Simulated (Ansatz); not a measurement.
## A computed series for CuAu: pressure series

Start from CuAu (space group P4/mmm, No. 123; a = 2.8226 Å, c = 3.5689 Å).

Cell and atoms are relaxed at each pressure.

Calculations: plane-wave PAW DFT at the PBEsol level (Ansatz, a quantum-chemistry and plane-wave program, 420 eV), no SOC.

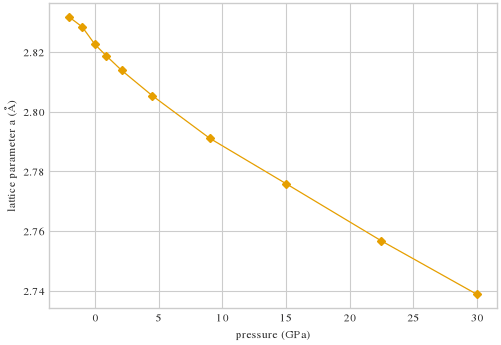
Figure: Lattice parameter a against pressure

```json
[
 {"pressure (GPa)": "-2", "lattice parameter a": "283.2 pm"},
 {"pressure (GPa)": "-1", "lattice parameter a": "282.8 pm"},
 {"pressure (GPa)": "0.9", "lattice parameter a": "281.9 pm"},
 {"pressure (GPa)": "2.1", "lattice parameter a": "281.4 pm"},
 {"pressure (GPa)": "4.5", "lattice parameter a": "280.5 pm"},
 {"pressure (GPa)": "9", "lattice parameter a": "279.1 pm"},
 {"pressure (GPa)": "15", "lattice parameter a": "277.6 pm"},
 {"pressure (GPa)": "22.5", "lattice parameter a": "275.7 pm"},
 {"pressure (GPa)": "30", "lattice parameter a": "273.9 pm"}
]
```

Load acts through the strain it causes; cell and atoms are relaxed under it. Whether these cells are dynamically stable was not tested. Competing high-pressure phases were not computed. All final runs are without spin polarisation.
